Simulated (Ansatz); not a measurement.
## Single-point calculation, with input and output: BSi$_{4}$H$_{11}$Cl$_{2}$O$_{2}$

The run: single-point calculation of BSi$_{4}$H$_{11}$Cl$_{2}$O$_{2}$. Method and program: RKS PBE0-D4/def2-TZVPP (Ansatz 0.2.0).

The geometry is the reactant side of a reaction. The reaction was set up to form B1–O10 and Cl2–H9 and to break B1–Cl2 and H9–O10 (atoms counted from 1 in the order of the input); sticks are drawn by distance alone. The geometry comes from this level: PBE0-D4/def2-TZVP.

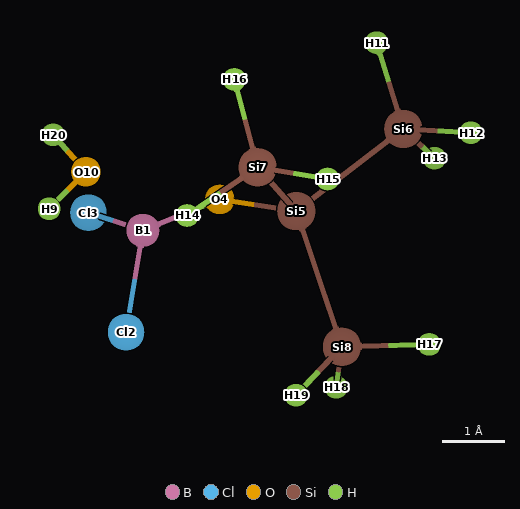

Fig. 1: The input geometry (ball-and-stick view, seen at a tilt; atoms are numbered from 1 in the order of the input). Bond lengths as drawn: B–Cl 1.82 to 1.84 Å, B–O 1.36 Å, H–O 0.97 Å, H–Si 1.49 Å, O–Si 1.67 Å and Si–Si 2.34 to 2.35 Å.

Input
```yaml
crystal:
  periodic: [false, false, false]
  atoms:
    - {symbol: B, position_ang: [-1.146878, -1.500130, -1.240203]}
    - {symbol: Cl, position_ang: [-0.049811, -2.864518, -0.674017]}
    - {symbol: Cl, position_ang: [-2.064689, -1.869093, -2.770891]}
    - {symbol: O, position_ang: [-0.672399, -0.230588, -1.137804]}
    - {symbol: Si, position_ang: [0.383307, 0.504204, -0.079462]}
    - {symbol: Si, position_ang: [0.512530, 2.751556, -0.717225]}
    - {symbol: Si, position_ang: [-0.427779, 0.376811, 2.119004]}
    - {symbol: Si, position_ang: [2.535471, -0.435608, -0.143789]}
    - {symbol: H, position_ang: [-2.331394, -2.502191, 0.356553]}
    - {symbol: O, position_ang: [-2.406704, -1.623178, -0.041676]}
    - {symbol: H, position_ang: [-0.836240, 3.380365, -0.727404]}
    - {symbol: H, position_ang: [1.366454, 3.468413, 0.269442]}
    - {symbol: H, position_ang: [1.119212, 2.894185, -2.068019]}
    - {symbol: H, position_ang: [-0.584573, -1.039953, 2.551834]}
    - {symbol: H, position_ang: [0.545437, 1.040327, 3.030037]}
    - {symbol: H, position_ang: [-1.746614, 1.054462, 2.259437]}
    - {symbol: H, position_ang: [3.495116, 0.626921, 0.272775]}
    - {symbol: H, position_ang: [2.872812, -0.863833, -1.526999]}
    - {symbol: H, position_ang: [2.685953, -1.585680, 0.784948]}
    - {symbol: H, position_ang: [-3.249209, -1.582470, -0.516740]}
basis:
  gaussian: {orbitals: def2-TZVPP}
hamiltonian: {xc: pbe0, dispersion: d4}
output: {orbitals: {seedname: orbitals}}
```

Run on 4 CPU threads, shared host.

Launch command:
```bash
ansatz run in.yaml --threads 4 --pin off --events-out ev --progress --plain --max-ram 66560MiB --backend cuda --devices 0, --max-vram 37GiB
```

Output
```
Functional definition: PBE0
  name "PBE0"
  cite "Adamo & Barone, J. Chem. Phys. 110, 6158 (1999) doi:10.1063/1.478522"
  cite "Perdew, Burke & Ernzerhof, Phys. Rev. Lett. 77, 3865 (1996) doi:10.1103/PhysRevLett.77.3865"
  parent pbe
  parameter a = 0.25
  parameter kappa = 0.804
  parameter beta = 0.06672455060314922
  exchange = (1 - a)*pbe_x(kappa = kappa, mu = beta*pi^2/3) + a*exact_x
  correlation = pbe_c(beta = beta)
2934 factors; their error is unknown
mean field evaluation 1: about -61479.7808 eV, gradient 6.6e1 eV
mean field evaluation 2: about -61466.1275 eV, gradient 1.1e2 eV
mean field evaluation 4: about -61486.9434 eV, gradient 6.4e0 eV
mean field evaluation 8: about -61487.0090 eV, gradient 3.1e-1 eV
mean field evaluation 16: about -61487.1477 eV, gradient 3.4e-4 eV
mean field -61487.14772969 eV, -2259.6110015806 hartree, gradient 8.0e-5 eV, S^2 0.000000; 0 other end points of the search recorded, 0 dependent functions left out
reference -61487.14778029 eV, -2259.6110034399 hartree; 61, 61 occupied and 438, 438 virtual orbitals, 2934 factors
Total energy: -61487.81417219 eV, -2259.6354928905 hartree
```

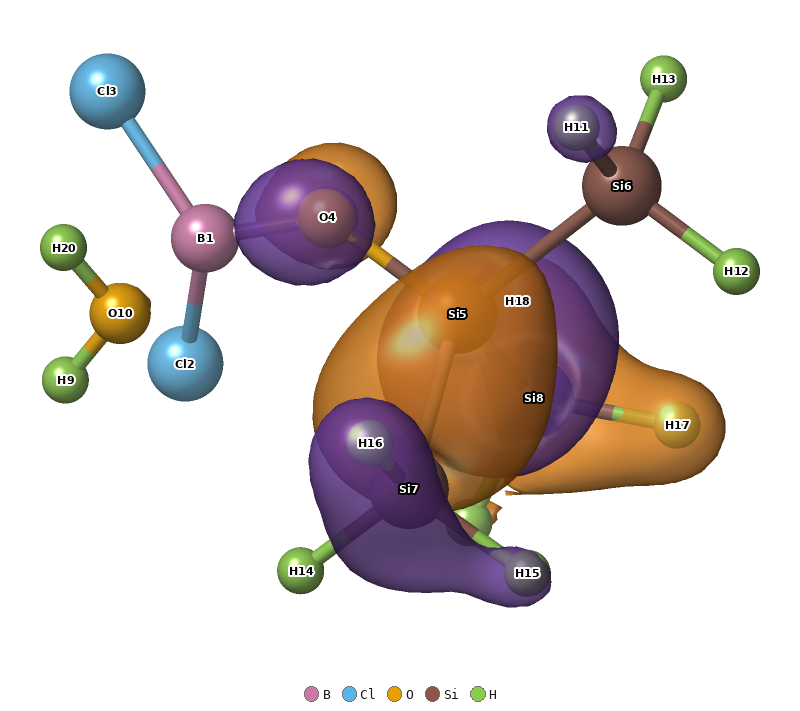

Fig. 2: One frontier orbital at ±0.1 Å⁻³ᐟ² (orange and purple are the two phases), seen from the side. The HOMO, at −7.53 eV. By Hirshfeld shares it lies mainly on Si5 (25 %), Si8 (25 %), Si7 (20 %) and O4 (10 %).

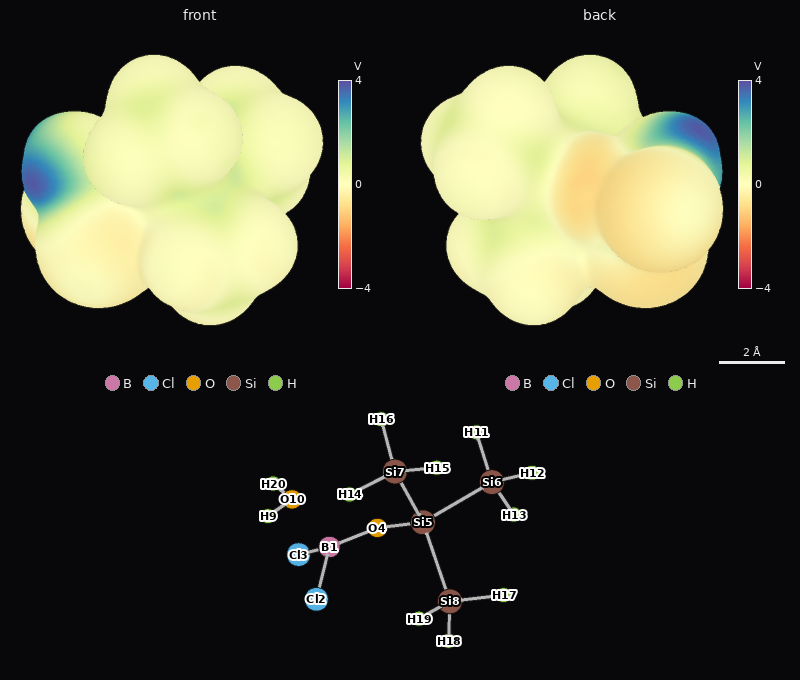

Fig. 3: The electrostatic potential painted on the density surface at 0.002 e/bohr³, seen face on and from behind; red is negative and blue positive. The bare structure is drawn below in the same view. A positive charge is drawn to the negative regions and a negative charge to the positive ones.

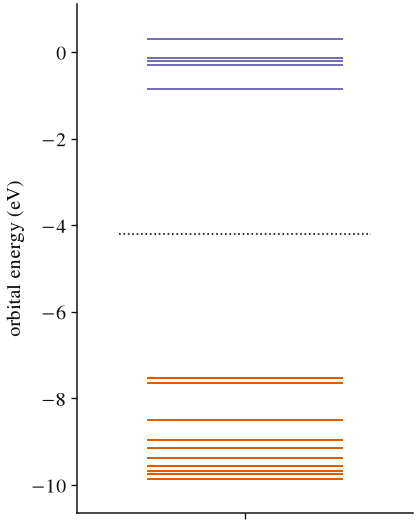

Fig. 4: Orbital energies near the frontier; the dotted line parts filled from empty levels, and levels within 0.02 eV of each other stand side by side. Highest filled −7.53 eV, lowest empty −0.85 eV, 6.68 eV apart.

Key numbers

- outcome: converged
- total energy: −61487.8142 eV
- mean-field energy: −61487.1478 eV
- dispersion energy: −0.6664 eV
- SCF solution under orbital rotations: stable
- HOMO: −7.53 eV
- LUMO: −0.85 eV
- wall time: 4.9 s (CPU time 5.3 s)
- peak memory: 1.2 GiB
